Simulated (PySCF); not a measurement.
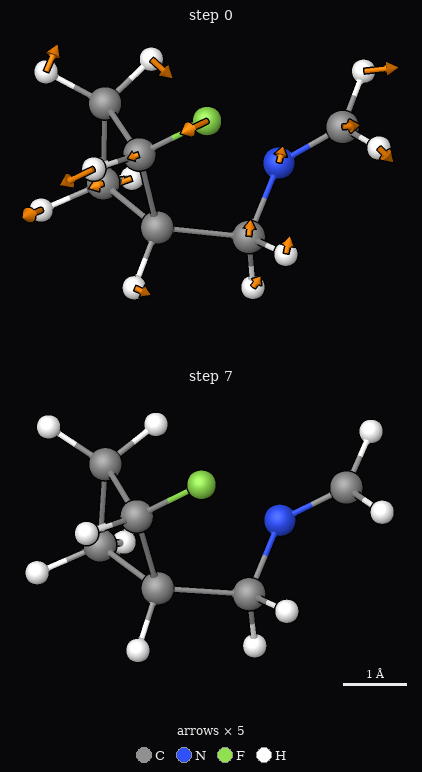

The structure of C$_{6}$H$_{10}$FN before (top) and after (bottom) a relaxation, at one scale. The orange arrows give the displacements, 5 times their true length.

The picture is a ball-and-stick view, seen face on.

The start comes from GFN2-xTB.

All numbers below come from PBE0-D3(BJ)/def2-SVP geometry optimisation, gas phase in PySCF 2.14.0, density-fitted response routines. 

What changed between the two?

Answer. Over 7 geometry steps the energy falls by 0.064 eV. Largest force component: 0.61 eV/Å at the start, 0.016 eV/Å at the end. The largest move after the best rigid fit is that of an H atom, 0.15 Å. Largest moves by element: H 0.15 Å, F 0.13 Å, C 0.07 Å, N 0.06 Å. Some distances before and after: C–H 1.080 → 1.100 Å, C–N 1.249 → 1.261 Å, C–H 1.096 → 1.105 Å, C–N 1.432 → 1.440 Å. Among the angles between lasting bonds that change: N–C–C 110.9° → 113.3°, C–C–H 113.8° → 111.7°, C–C–H 114.7° → 112.7°. The run took roughly 110 core-seconds on a shared host.
